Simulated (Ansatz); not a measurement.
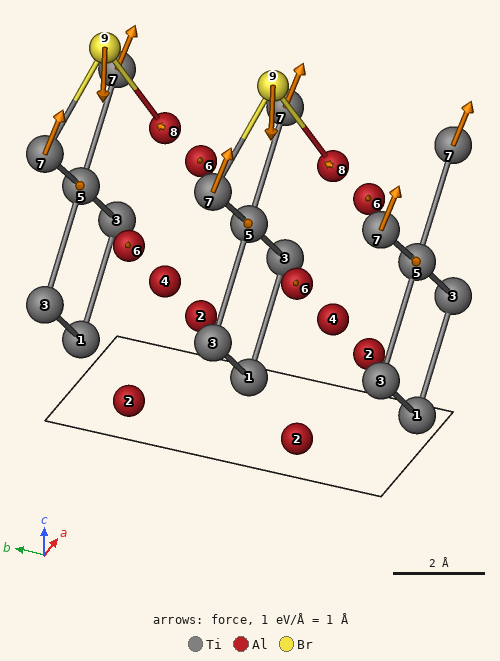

Starting geometry of a slab of composition Ti$_{4}$Al$_{4}$Br (cut from the P4/mmm phase) with the computed forces as orange arrows. Style: ball-and-stick. Shown: the 1 × 2 repeat of the cell, outlined in the plane, without the vacuum, from a free direction.

Case: Br put at a bridge Ti-Al site. The slab is the (1 1 0) face of TiAl with Br on it. 4 atoms are held fixed.

These are results of Ansatz 0.2.0, DFT PBEsol, scalar-relativistic, plane waves, PAW, not measurements. (plane-wave cutoff 420 eV; k-point mesh 7 × 7 × 1; occupations gaussian; smearing width 0.1 eV; no spin polarisation; dipole correction; atoms relaxed in a fixed cell; force threshold 0.03 eV/Å; at most 70 steps)

**Is this structure relaxed? If not, where do the atoms go?**

It isn't relaxed: the largest force vector, on Br9, is 1.37 eV/Å. The final displacements have little in common with the starting forces (cosine between the two patterns 0.29). The largest move is that of Br9, 1.50 Å at 71° to the normal (−c side). By element the largest moves are Br 1.50 Å, Al 0.17 Å, Ti 0.04 Å. The cell stays as it was. Near-neighbour distances that change, for instance: Ti7–Br9 4.002 → 2.770 Å, Al8–Br9 3.922 → 2.836 Å, Ti5–Al8 2.823 → 2.684 Å, Al8–Br9 (another image) 2.751 → 2.838 Å. New bonds form: Al8–Br9 (3.92 → 2.84 Å), Ti7–Br9 (4.00 → 2.77 Å). Bond angles that change, for instance: Ti5–Ti7–Br9 148.6° → 118.4°, Ti5–Ti7–Br9 110.3° → 118.4°. Over 11 accepted moves (13 points after the start) the energy falls by 0.543 eV per cell of the calculation. Largest force component: 1.4 eV/Å at the start, 0.0014 eV/Å at the end. 2 steps only repeated the SCF at the same geometry. The forces were under the threshold at step 9, but the run went on from there.

Limits of the set-up: the cell has an odd number of electrons but was run without spin polarisation; the periodic images lie only 4.0 Å apart, so the values are limited by the cell's size.
